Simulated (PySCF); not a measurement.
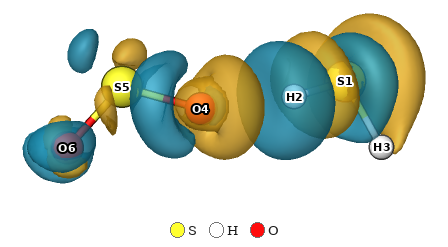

H2O2S2, SMILES `S.O=S=O`. Density of the complex less the densities of the two fragments at the same geometry, ±0.002 e/Å³ (yellow: gain, teal: loss). Fragment A: H2S (atoms 1–3); fragment B: SO2.

PySCF calculation, PBE0/aug-cc-pVDZ, gas phase; geometry: GFN2-xTB. GFN2-xTB bond lengths at metals and heavier atoms can be off by up to 0.1 Å and shapes distorted, which carries into these values.

Question: Which way does charge flow?

Answer: Hirshfeld charges show 0.017 e passing from B to A. By Hirshfeld charges, electrons gather most on S1 (−0.027 e) and leave S5 most (+0.016 e); 0.07 e is displaced in all, which induces a dipole of 0.67 D.

Question: What is the interaction energy, and which contacts carry it?

Answer: The counterpoise-corrected interaction energy of the frozen fragments is +0.3 kcal/mol without dispersion correction and −0.6 kcal/mol with D3(BJ). The pair geometry is semi-empirical, not a minimum at this level. Contacts: H2···O4, hydrogen bond, 1.96 Å, ρ = 0.024 a.u. The pose is a local one from a semi-empirical search, not shown to be the most stable.
